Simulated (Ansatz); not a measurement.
# How fast states decay through CdGeBr6

Wanted: the relaxed cell of CdGeBr6, its band edges and its decay constants. It is built by putting Br for F, Ge for Sn in the CdSnF6 structure of space group R-3, with the volume rescaled by atomic radii. The parent structure comes from the Materials Project.

Calculated with Ansatz 0.2.0; r2SCAN DFT, plane waves, PAW files, in the first sound run; inputs show where later runs differ.

The structure was built from a prototype and need not be the compound's stable phase.

**1. The structure**

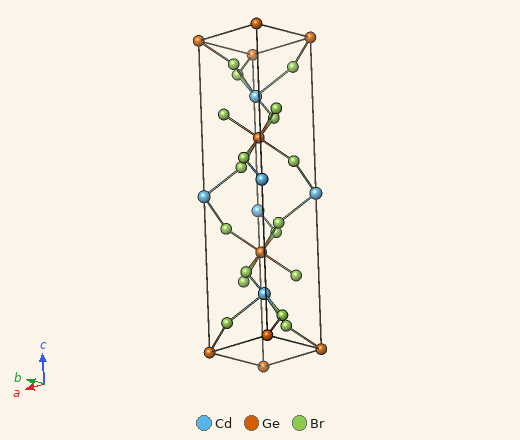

The cell as given, from a free direction (cadmium blue, germanium orange, bromine green). This picture shows the conventional cell, with its axes. Bonds to atoms that aren't drawn are left out. Some periodic images of atoms are drawn too.

Structure file:

```cif
data_structure
_symmetry_space_group_name_H-M 'R-3:H'
_symmetry_Int_Tables_number 148
_cell_length_a 6.7026
_cell_length_b 6.7026
_cell_length_c 18.9410
_cell_angle_alpha 90.000
_cell_angle_beta 90.000
_cell_angle_gamma 120.000
_cell_volume 736.91
loop_
_atom_site_label
_atom_site_type_symbol
_atom_site_symmetry_multiplicity
_atom_site_Wyckoff_symbol
_atom_site_fract_x
_atom_site_fract_y
_atom_site_fract_z
_atom_site_occupancy
Cd1 Cd 3 b 0.33333 0.66667 0.16667 1
Ge1 Ge 3 a 0.00000 0.00000 0.00000 1
Br1 Br 18 f 0.69018 0.99230 0.07776 1
```

**2. Cell and atoms at rest**

The substituted atoms don't fit the parent's cell, so cell and atoms relax together. A small smearing keeps the run stable in case the gap closes on the way.

input.yaml reads:

```yaml
crystal:
  lattice:
    - [3.3512804154, 1.9348626499, 6.3136745853]
    - [-3.3512804154, 1.9348626499, 6.3136745853]
    - [0.0, -3.8697252999, 6.3136745853]
  atoms:
    - { symbol: Cd, position: [0.5, 0.5, 0.5] }
    - { symbol: Ge, position: [0.0, 0.0, 0.0] }
    - { symbol: Br, position: [0.91454072, 0.62012287, 0.23206133] }
    - { symbol: Br, position: [0.62012287, 0.23206133, 0.91454072] }
    - { symbol: Br, position: [0.76793867, 0.08545928, 0.37987713] }
    - { symbol: Br, position: [0.37987713, 0.76793867, 0.08545928] }
    - { symbol: Br, position: [0.08545928, 0.37987713, 0.76793867] }
    - { symbol: Br, position: [0.23206133, 0.91454072, 0.62012287] }
kpoints:
  mp_grid: { grid: [4, 4, 4] }
scf:
  occupations: { method: gaussian, width: 0.03 }
hamiltonian:
  xc: r2scan
output:
  forces: true
  stress: true
relax:
  f_tol: 0.02
  max_steps: 60
  cell: {}
```

On the command line:

```console
ansatz run input.yaml --threads 2 --pin off --max-ram 4096MiB --backend cpu --events-out ev --progress --plain --runs-dir out
```

Numbers of over 12 decimals in the logs are rounded to 6 here.

The log of the run:

```text
Engine: ansatz 0.2.0, x86_64-unknown-linux-gnu
Pseudopotentials: kind: paw
Pseudopotential: Cd, paw, valence charge 20, recommended cutoff 500 eV (meta_gga), Cd.paw.azcp
Pseudopotential: Ge, paw, valence charge 14, recommended cutoff 500 eV (meta_gga), Ge.paw.azcp
Pseudopotential: Br, paw, valence charge 7, recommended cutoff 500 eV (meta_gga), Br.paw.azcp
Functional definition: r2SCAN
  parameter k0 = 0.174
  parameter k1 = 0.065
  parameter a1 = 4.9479
  exchange = r2scan_x(k0 = k0, k1 = k1, a1 = a1)
  correlation = r2scan_c
Crystal: 8 atoms, lattice volume = 245.637 Å³
Basis set: ecut = 500 eV, 6245 PW (Γ), exchange–correlation on 240×240×240 points (64 copies of the dense FFT grid, shifted against one another)
Bands: 46, of which v1, the nominal top of the filled ones, is band 38 counted from 1 (37 counted from 0)
Symmetry: 6 space group operations
Space group: R-3 (ITA 148), of the structure as read, at distance tolerance 6.3e-5 Å
k-points: 14 of 64
Non-local potential: Cd, projectors of the file, l = 0: 3, l = 1: 2, l = 2: 2, l = 3: 1
Non-local potential: Ge, projectors of the file, l = 0: 2, l = 1: 2, l = 2: 3, l = 3: 1
Non-local potential: Br, projectors of the file, l = 0: 2, l = 1: 2, l = 2: 2
PAW form: soft (Blöchl's): semilocal exchange-correlation on the pseudo side does not see the compensation charge
PAW frozen core: Cd, regenerated for the run's functional (the file was generated under x = pbe(κ = 0.804, μ = 0.219515), c = pbe(β = 0.066725))
PAW frozen core: Ge, regenerated for the run's functional (the file was generated under x = pbe(κ = 0.804, μ = 0.219515), c = pbe(β = 0.066725))
PAW frozen core: Br, regenerated for the run's functional (the file was generated under x = pbe(κ = 0.804, μ = 0.219515), c = pbe(β = 0.066725))
PAW one-centre angular grid: Cd, 590 points (default); XC on 160 Gauss nodes
PAW one-centre angular grid: Ge, 590 points (default); XC on 160 Gauss nodes
PAW one-centre angular grid: Br, 302 points (default); XC on 160 Gauss nodes
Initial density: superposition of atomic densities (neutral atoms: chi_scale 0, normalization atom), corrected by the library's trained network
Initial wavefunctions: pseudopotential atomic-orbital guess
Functional: x = r2scan, c = r2scan; τ floored in thin density (d = 2e-4 eV/Å³)
SCF iter   1: F=—  HF=-29332.997285 eV  |F-HF|=—  |Δ(HF+E_count)|=         —  Δρ=5.04e-3  dr2=7.02e-2  dr2_τ=4.05e-2  ethr=1.77e-3  ⟨swp⟩=8.8  Hψ=3001  notcnv=0  defer=12
preconditioner: auto → Resta (q_TF=auto, 2.244 Å⁻¹)  ε∞=3.6  [insulator: Δε(μ)=0.907 eV  Ē_g=11.294 eV  σ=0.030 eV  W_gap=1.00  n_scr=52 (ndim 8)  ℏωp=18.0 eV  f_vac=0.060  D(μ)=0.00/eV (n_scr^D=0)  ε∞_Penn≈3.6]
SCF iter   2: F=—  HF=-29333.021777 eV  |F-HF|=—  |Δ(HF+E_count)|=   2.45e-2  Δρ=2.38e-3  dr2=1.27e-2  dr2_τ=9.90e-4  ethr=9.24e-5  ⟨swp⟩=3.0  Hψ=1255  notcnv=0  defer=43
SCF iter   3: F=—  HF=-29333.022732 eV  |F-HF|=—  |Δ(HF+E_count)|=   9.55e-4  Δρ=5.72e-4  dr2=9.84e-4  dr2_τ=4.61e-5  ethr=1.67e-5  ⟨swp⟩=2.0  Hψ=908  notcnv=0  defer=15
automatic band count: iteration 3 solves 44 bands in place of 46: the levels show a gap, and the empty bands left out lie too high to hold charge; the band table lists the bands solved (type scf.n_extra_bands for more)
SCF iter   4: F=—  HF=-29333.022771 eV  |F-HF|=—  |Δ(HF+E_count)|=   3.91e-5  Δρ=1.20e-4  dr2=4.25e-5  dr2_τ=1.69e-6  ethr=1.29e-6  ⟨swp⟩=2.2  Hψ=1025  notcnv=0  defer=15
SCF iter   5: F=—  HF=-29333.022810 eV  |F-HF|=—  |Δ(HF+E_count)|=   3.85e-5  Δρ=4.12e-5  dr2=5.97e-6  dr2_τ=1.98e-7  ethr=5.59e-8  ⟨swp⟩=2.0  Hψ=1120  notcnv=0  defer=15
SCF iter   6: F=—  HF=-29333.022810 eV  |F-HF|=—  |Δ(HF+E_count)|=   2.03e-7  Δρ=1.42e-5  dr2=7.26e-7  dr2_τ=2.59e-8  ethr=7.86e-9  ⟨swp⟩=2.0  Hψ=988  notcnv=0  defer=15
SCF iter   7: F=—  HF=-29333.022810 eV  |F-HF|=—  |Δ(HF+E_count)|=   1.04e-7  Δρ=5.58e-6  dr2=1.06e-7  dr2_τ=2.88e-9  ethr=1.32e-10  ⟨swp⟩=5.0  Hψ=2537  notcnv=0
SCF iter   8: F=-29333.022810 eV  HF=-29333.022810 eV  |F-HF|=9.97e-10  |Δ(HF+E_count)|=   6.29e-8  Δρ=2.12e-6  dr2=1.01e-8  dr2_τ=4.07e-10  ethr=1.32e-10  ⟨swp⟩=4.0  Hψ=2142  notcnv=0
SCF 1 converged in 8 iterations: F = -29333.022810 eV  dr2 = 1.01e-8
  greatest PAW one-centre occupation: 1.002 electrons in one spin orbital (limit 2), on the Cd atom at site 0 (counted from 0), in its partial waves of l = 1
relax step   1: F+E_penalty+E_count = -29333.02280970 eV  Δ(F+E_penalty+E_count) = +0.000e0 eV  max|allowed force component| = 8.447e-2 eV/Å  Δτ_max = 0.0000 Å  P = -1.525 GPa  Ω = 245.637 Å³  (8 SCF iters, dr2 threshold 1.00e-7 eV, accepted)
Crystal: 8 atoms, lattice volume = 227.472 Å³
Basis set: ecut = 500 eV, 5733 PW (Γ), exchange–correlation on 240×240×240 points (64 copies of the dense FFT grid, shifted against one another)
Initial density: handed on by an earlier stage of this run
Initial wavefunctions: those handed on with the density
iter 1 solved again at ethr=1.25e-4 eV; its pass at ethr=3.10e-3 eV (dr2=9.49e-2 eV) is discarded
SCF iter   1: F=—  HF=-29333.242983 eV  |F-HF|=—  |Δ(HF+E_count)|=         —  Δρ=5.18e-3  dr2=9.64e-2  dr2_τ=5.17e-1  ethr=1.25e-4  ⟨swp⟩=1.9  Hψ=3684  notcnv=0
automatic band count: iteration 1 solves 43 bands in place of 46: the levels show a gap, and the empty bands left out lie too high to hold charge; the band table lists the bands solved (type scf.n_extra_bands for more)
preconditioner: auto → Resta (q_TF=auto, 2.273 Å⁻¹)  ε∞=4.5  [insulator: Δε(μ)=0.862 eV  Ē_g=10.074 eV  σ=0.030 eV  W_gap=1.00  n_scr=52 (ndim 8)  ℏωp=18.8 eV  f_vac=0.033  D(μ)=0.00/eV (n_scr^D=0)  ε∞_Penn≈4.5]
SCF iter   2: F=—  HF=-29333.158484 eV  |F-HF|=—  |Δ(HF+E_count)|=   8.45e-2  Δρ=2.92e-3  dr2=2.11e-2  dr2_τ=6.65e-4  ethr=1.25e-4  ⟨swp⟩=3.0  Hψ=1223  notcnv=0
SCF iter   3: F=—  HF=-29333.155872 eV  |F-HF|=—  |Δ(HF+E_count)|=   2.61e-3  Δρ=9.08e-4  dr2=2.10e-3  dr2_τ=8.86e-5  ethr=2.78e-5  ⟨swp⟩=2.6  Hψ=1073  notcnv=0  defer=14
SCF iter   4: F=—  HF=-29333.155609 eV  |F-HF|=—  |Δ(HF+E_count)|=   2.63e-4  Δρ=2.83e-4  dr2=2.63e-4  dr2_τ=1.14e-5  ethr=2.76e-6  ⟨swp⟩=2.4  Hψ=1132  notcnv=0  defer=14
SCF iter   5: F=—  HF=-29333.155663 eV  |F-HF|=—  |Δ(HF+E_count)|=   5.44e-5  Δρ=1.28e-4  dr2=4.09e-5  dr2_τ=2.02e-6  ethr=3.46e-7  ⟨swp⟩=2.2  Hψ=1037  notcnv=0  defer=14
SCF iter   6: F=—  HF=-29333.155681 eV  |F-HF|=—  |Δ(HF+E_count)|=   1.79e-5  Δρ=4.62e-5  dr2=4.44e-6  dr2_τ=2.21e-7  ethr=5.39e-8  ⟨swp⟩=2.0  Hψ=1011  notcnv=0  defer=14
SCF iter   7: F=-29333.155683 eV  HF=-29333.155683 eV  |F-HF|=1.66e-7  |Δ(HF+E_count)|=   1.70e-6  Δρ=1.11e-5  dr2=2.64e-7  dr2_τ=1.02e-8  ethr=1.05e-9  ⟨swp⟩=5.0  Hψ=2474  notcnv=0
[...]
SCF iter   1: F=—  HF=-29333.124874 eV  |F-HF|=—  |Δ(HF+E_count)|=         —  Δρ=2.83e-3  dr2=1.95e-2  dr2_τ=2.03e-1  ethr=2.57e-5  ⟨swp⟩=2.5  Hψ=3439  notcnv=0
automatic band count: iteration 1 solves 43 bands in place of 46: the levels show a gap, and the empty bands left out lie too high to hold charge; the band table lists the bands solved (type scf.n_extra_bands for more)
preconditioner: auto → Resta (q_TF=auto, 2.274 Å⁻¹)  ε∞=4.4  [insulator: Δε(μ)=0.932 eV  Ē_g=10.123 eV  σ=0.030 eV  W_gap=1.00  n_scr=52 (ndim 8)  ℏωp=18.8 eV  f_vac=0.036  D(μ)=0.00/eV (n_scr^D=0)  ε∞_Penn≈4.4]
SCF iter   2: F=—  HF=-29333.175166 eV  |F-HF|=—  |Δ(HF+E_count)|=   5.03e-2  Δρ=1.58e-3  dr2=4.40e-3  dr2_τ=1.42e-4  ethr=2.57e-5  ⟨swp⟩=2.0  Hψ=1078  notcnv=0
SCF iter   3: F=—  HF=-29333.175306 eV  |F-HF|=—  |Δ(HF+E_count)|=   1.40e-4  Δρ=3.03e-4  dr2=2.46e-4  dr2_τ=9.34e-6  ethr=5.79e-6  ⟨swp⟩=2.0  Hψ=865  notcnv=0
SCF iter   4: F=—  HF=-29333.175414 eV  |F-HF|=—  |Δ(HF+E_count)|=   1.09e-4  Δρ=9.98e-5  dr2=2.69e-5  dr2_τ=5.49e-7  ethr=3.24e-7  ⟨swp⟩=2.0  Hψ=1078  notcnv=0
SCF iter   5: F=—  HF=-29333.175424 eV  |F-HF|=—  |Δ(HF+E_count)|=   9.34e-6  Δρ=4.12e-5  dr2=4.95e-6  dr2_τ=1.61e-7  ethr=3.54e-8  ⟨swp⟩=2.0  Hψ=1077  notcnv=0
SCF iter   6: F=-29333.175426 eV  HF=-29333.175425 eV  |F-HF|=2.48e-7  |Δ(HF+E_count)|=   1.78e-6  Δρ=1.24e-5  dr2=4.90e-7  dr2_τ=1.40e-8  ethr=1.05e-9  ⟨swp⟩=3.0  Hψ=2627  notcnv=0
SCF 3 converged in 6 iterations: F = -29333.175426 eV  dr2 = 4.90e-7
relax step   3: F+E_penalty+E_count = -29333.17542572 eV  Δ(F+E_penalty+E_count) = -1.974e-2 eV  max|allowed force component| = 6.503e-2 eV/Å  Δτ_max = 0.0692 Å  P = +0.198 GPa  Ω = 226.849 Å³  energy of the carried Pulay correction = +3.944e-3 eV  (6 SCF iters, dr2 threshold 8.00e-7 eV, accepted)
[...]
relax step   4: F+E_penalty+E_count = -29333.18089536 eV  Δ(F+E_penalty+E_count) = -5.470e-3 eV  max|allowed force component| = 1.955e-2 eV/Å  Δτ_max = 0.0226 Å  P = -0.015 GPa  Ω = 227.946 Å³  energy of the carried Pulay correction = +3.705e-3 eV  (6 SCF iters, dr2 threshold 2.64e-7 eV, accepted)
[...]
relax step   5: F+E_penalty+E_count = -29333.18190615 eV  Δ(F+E_penalty+E_count) = -1.011e-3 eV  max|allowed force component| = 9.597e-3 eV/Å  Δτ_max = 0.0094 Å  P = +0.002 GPa  Ω = 227.177 Å³  energy of the carried Pulay correction = +3.872e-3 eV  (9 SCF iters, accepted)
Basis set: ecut = 500 eV, 5745 PW (Γ), exchange–correlation on 216×216×216 points (64 copies of the dense FFT grid, shifted against one another)
Initial wavefunctions: pseudopotential atomic-orbital guess (no wavefunctions were taken with the density)
iter 1 solved again at ethr=8.50e-7 eV; its pass at ethr=3.10e-3 eV (dr2=6.46e-4 eV) is discarded
SCF iter   1: F=—  HF=-29333.178692 eV  |F-HF|=—  |Δ(HF+E_count)|=         —  Δρ=8.31e-5  dr2=1.56e-6  dr2_τ=1.64e-5  ethr=8.50e-7  ⟨swp⟩=3.4  Hψ=4887  notcnv=0
eigensolver tolerance schedule: the retry pair's looser diagonalisation over-reported the residual by 411.70 of it (diagonalisation noise at 0.13 of the residual, at the tolerance the schedule requests for it); recorded, not acted on — ethr = c·dr2/N_el stays at c = 1.0e-1
preconditioner: auto → Resta (q_TF=auto, 2.273 Å⁻¹)  ε∞=3.7  [insulator: Δε(μ)=0.954 eV  Ē_g=11.431 eV  σ=0.030 eV  W_gap=1.00  n_scr=52 (ndim 8)  ℏωp=18.8 eV  f_vac=0.035  D(μ)=0.00/eV (n_scr^D=0)  ε∞_Penn≈3.7]
SCF iter   2: F=—  HF=-29333.178617 eV  |F-HF|=—  |Δ(HF+E_count)|=   7.49e-5  Δρ=4.36e-5  dr2=5.43e-7  dr2_τ=1.13e-6  ethr=2.06e-9  ⟨swp⟩=2.9  Hψ=1225  notcnv=0
SCF iter   3: F=—  HF=-29333.178619 eV  |F-HF|=—  |Δ(HF+E_count)|=   2.66e-6  Δρ=9.03e-6  dr2=3.77e-8  dr2_τ=4.37e-8  ethr=7.15e-10  ⟨swp⟩=2.0  Hψ=1120  notcnv=0
SCF iter   4: F=—  HF=-29333.178620 eV  |F-HF|=—  |Δ(HF+E_count)|=   1.09e-7  Δρ=1.54e-6  dr2=3.01e-9  dr2_τ=4.46e-10  ethr=4.96e-11  ⟨swp⟩=2.0  Hψ=1162  notcnv=0
SCF iter   5: F=—  HF=-29333.178620 eV  |F-HF|=—  |Δ(HF+E_count)|=   1.78e-9  Δρ=3.50e-7  dr2=1.78e-10  dr2_τ=5.38e-11  ethr=3.96e-12  ⟨swp⟩=2.7  Hψ=1077  notcnv=0
SCF iter   6: F=-29333.178620 eV  HF=-29333.178620 eV  |F-HF|=3.64e-12  |Δ(HF+E_count)|=  7.28e-12  Δρ=7.05e-8  dr2=1.03e-11  dr2_τ=1.54e-12  ethr=1.00e-12  ⟨swp⟩=4.8  Hψ=2196  notcnv=0
SCF 6 converged in 6 iterations: F = -29333.178620 eV  dr2 = 1.03e-11
relax step   6: F+E_penalty+E_count = -29333.17861956 eV  Δ(F+E_penalty+E_count) = +3.287e-3 eV  max|allowed force component| = 9.577e-3 eV/Å  Δτ_max = 0.0000 Å  P = -0.005 GPa  Ω = 227.177 Å³  stress off target by 3.57e-2 GPa  SCF on the basis re-selected at this cell (its energy is not comparable with the rows above)  (6 SCF iters)
basis re-selected at this cell: Δ(F+E_penalty+E_count) = +3.287e-3 eV, ΔP = -0.007 GPa vs the last step (what re-selecting the basis moved, of the pressure what is left beyond the Pulay correction that the steps carried, after the strain that the cell walked since its last selection, with what the two solves' SCF thresholds leave and, on support functions, any second-order correction that the steps lacked; it is no measure of the basis error at this ecutwfc). The dense FFT grid was sized anew with the basis: this SCF ran on 54×54×54 points, the steps before it on 60×60×60, so part of this shift can come from that change (see relax.cell in the input reference). [rest of the remark cut]
SCF converged after 6 iterations
Free energy (F): -29333.178620 eV
Harris-Foulkes:  -29333.178620 eV  (|F-HF|=3.64e-12)
Internal energy: -29333.178620 eV  (E = F + TS)
E sigma→0 (E₀):  -29333.178620 eV
Fermi energy:    3.797167 eV
--- Per-component energies (eV) ---
  E_band       = -918.312700
  E_kinetic    = 1416.535040
  E_local      = -8913.198716  (includes V_loc(G=0)·N_el)
  E_nonlocal   = 878.030173
  E_hartree    = 3798.801781
  E_xc         = -1737.190433
  E_vxc        = -993.470055  (∫ρ·V_xc dr)
  E_paw        = -19766.440755  (= ΣΔE_a)
  E_vpaw       = -958.422625  (= ΣTr[D̂ρ^β])
  E_aug_tail   = 0.000020  (compensation charges beyond the density's cutoff)
  E_vtau       = 54.609857  (kinetic-family band-sum trace: ∫τ·v_τ [+ j·A + Jᵃ·Aᵃ] dr)
  E_ewald      = -5007.116031
  E_core_change = -2.599699  (= ΣΔE_core)
  E_smearing   = -0.000000  (= −TS)
  E_closure    = -0.000000  (closes the sum)
  Σ components = -29333.178620   (vs F -29333.178620, Δ=0.00e0)
--- Forces (eV/Å), atoms counted from 1 ---
  atom   1  Cd     0.00000000     0.00000000     0.00000000
  atom   2  Ge     0.00000000     0.00000000    -0.00000000
  atom   3  Br     0.00725222     0.00659252    -0.00426578
  atom   4  Br     0.00208318    -0.00957687    -0.00426578
  atom   5  Br     0.00933540    -0.00298435     0.00426578
  atom   6  Br    -0.00208318     0.00957687     0.00426578
  atom   7  Br    -0.00725222    -0.00659252     0.00426578
  atom   8  Br    -0.00933540     0.00298435    -0.00426578
  max |Σ_I F_I| component: 1.56e-17 eV/Å
--- Stress (GPa, compression-positive) ---
       -0.025528       0.000000      -0.000000
       -0.000000      -0.025528      -0.000000
       -0.000000      -0.000000       0.035688
  P = ⅓ Tr σ = -0.0051 GPa (-0.051 kbar)
--- Relaxed structure (5 steps of the walk, 5 accepted, 1 SCFs on fresh bases) ---
  F+E_penalty+E_count = -29333.17861956 eV   max|allowed force component| = 9.577e-3 eV/Å   (the final SCF, on the basis selected at the relaxed cell)
  cell:  # Å, volume = 227.1772 Å³
    - [3.307871, 1.909800, 5.993450]
    - [-3.307871, 1.909800, 5.993450]
    - [6.707557850387438e-19, -3.819601, 5.993450]
  atoms:
    - { symbol: Cd, position: [0.500000, 0.500000, 0.5] }
    - { symbol: Ge, position: [-1.2189277498148397e-19, 1.0457037541851492e-19, 0] }
    - { symbol: Br, position: [0.928863, 0.604647, 0.228206] }
    - { symbol: Br, position: [0.604647, 0.228206, 0.928863] }
    - { symbol: Br, position: [0.771794, 0.071137, 0.395353] }
    - { symbol: Br, position: [0.395353, 0.771794, 0.071137] }
    - { symbol: Br, position: [0.071137, 0.395353, 0.771794] }
    - { symbol: Br, position: [0.228206, 0.928863, 0.604647] }
```

The job ended after 25 s (2 threads of AMD EPYC 9R45, shared host; peak memory 1.6 GiB).

The steps of the relaxation:

```tsv
step	energy less that of the first step (eV)	largest force component (eV/Å)	pressure (GPa)	volume (Å³)
1	0.0000	0.0845	-1.52	245.64
2	-0.1329	0.1789	0.06	227.47
3	-0.1526	0.0650	0.20	226.85
4	-0.1581	0.0196	-0.01	227.95
5	-0.1591	0.0096	0.00	227.18
6*	-0.1558	0.0096	-0.01	227.18
```

Relaxation steps marked * repeat the geometry before them on a plane-wave basis chosen anew for their cell, so energy and pressure can jump there.

The run keeps the 6 symmetry operations that it works with, so distortions that break them were not tested.

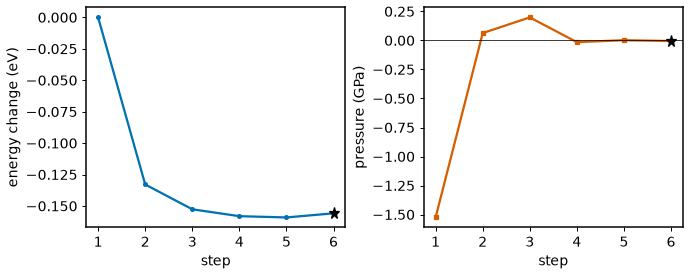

Energy and pressure along the relaxation. Stars mark steps on a basis chosen anew.

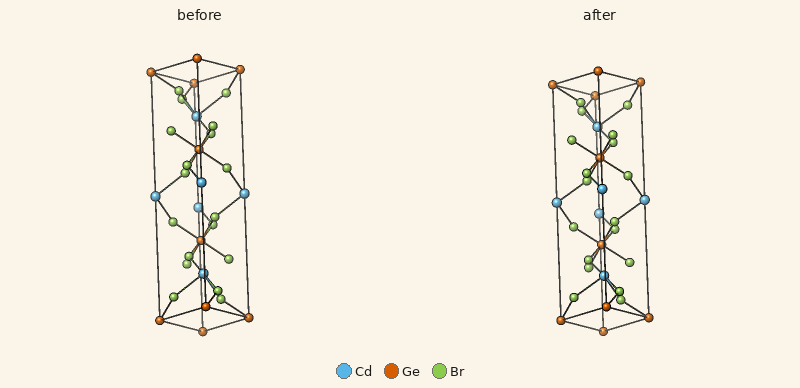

The structure before and after the relaxation, drawn at the same scale. Bonds to atoms that aren't drawn are left out.

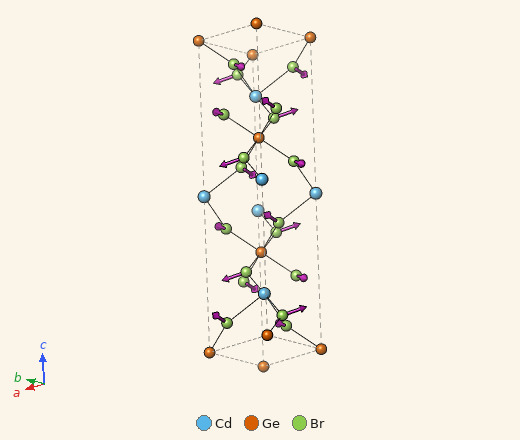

Displacements in the relaxation, exaggerated, measured against the changing cell; the longest in the cell stands for 0.10 Å. Bonds to atoms that aren't drawn are left out. Some periodic images of atoms are drawn too.

```tsv
conventional cell, symmetrised	before	after	change
a (Å)	6.703	6.616	-1.3 %
b (Å)	6.703	6.616	-1.3 %
c (Å)	18.941	17.980	-5.1 %
volume (Å³/atom)	30.70	28.40	-7.5 %
```

The atoms that moved most (Å, as changes of fractional coordinates times the final cell):

```tsv
atom	dx	dy	dz	length
Br6	0.038	0.092	0.030	0.104
Br7	-0.099	-0.013	0.030	0.104
Br8	-0.060	0.079	-0.030	0.104
Br5	0.060	-0.079	0.030	0.104
Br3	0.099	0.013	-0.030	0.104
Br4	-0.038	-0.092	-0.030	0.104
```

The relaxed structure:

```cif
data_structure
_symmetry_space_group_name_H-M 'P 1'
_symmetry_Int_Tables_number 1
_cell_length_a 7.1071
_cell_length_b 7.1071
_cell_length_c 7.1071
_cell_angle_alpha 55.476
_cell_angle_beta 55.476
_cell_angle_gamma 55.476
_cell_volume 227.18
loop_
_atom_site_label
_atom_site_type_symbol
_atom_site_fract_x
_atom_site_fract_y
_atom_site_fract_z
_atom_site_occupancy
Cd1 Cd 0.50000 0.50000 0.50000 1
Ge2 Ge 0.00000 0.00000 0.00000 1
Br3 Br 0.92886 0.60465 0.22821 1
Br4 Br 0.60465 0.22821 0.92886 1
Br5 Br 0.77179 0.07114 0.39535 1
Br6 Br 0.39535 0.77179 0.07114 1
Br7 Br 0.07114 0.39535 0.77179 1
Br8 Br 0.22821 0.92886 0.60465 1
```

This step gave:

```yaml
free_energy: -29333.1786 eV
fermi_energy: 3.797 eV
pressure: -0.005123 GPa
```

The largest force component on a free atom ends at 0.0096 eV/Å.

(Part 1 of 2 ends here.)

[Logs are printed without paths, hosts, clocks, repeated set-up lines and the standing remarks that a program may print on its own settings, such as how far it seeks lower states.]

[Hosts, paths, dates, database ids (printed as entryN), source tags and the programs' standing remarks are cut or masked in the printed files.]
